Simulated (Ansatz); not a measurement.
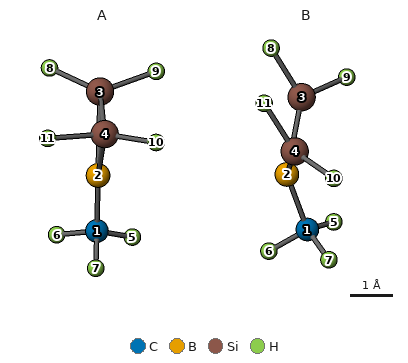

Two geometries of CH$_{7}$BSi$_{2}$ (coarse preliminary run), drawn at one scale. One is the start of a relaxation, the other its converged end. A ball-and-stick model, seen from a free direction.

Method: RKS PBE-D4/def2-SVP in Ansatz 0.2.0. Settings: force threshold 0.03 eV/Å; at most 200 steps.

**Which geometry has the lower energy?**

Structure B is the relaxed one. The start comes from a force field. Over 18 accepted moves (19 points after the start) the energy falls by 133.2 kJ/mol. The largest force component goes from 4 to 0.0076 eV/Å. The line search rejected the trial step at point 13 of the run. The forces were under the threshold at step 15, but the run went on from there. The atom that moves furthest after the best rigid fit is H10 (1.14 Å). By element the largest moves are H 1.14 Å, Si 0.53 Å, B 0.36 Å, C 0.16 Å. Some distances before and after: Si3–Si4 2.064 → 2.593 Å, Si4–H10 1.393 → 1.509 Å, B2–Si4 2.029 → 1.920 Å, Si3–H8 1.406 → 1.501 Å. Bond angles that change, for instance: Si3–B2–Si4 61.6° → 85.0°, C1–B2–Si3 149.0° → 130.2°, B2–Si4–H11 106.9° → 125.1°.
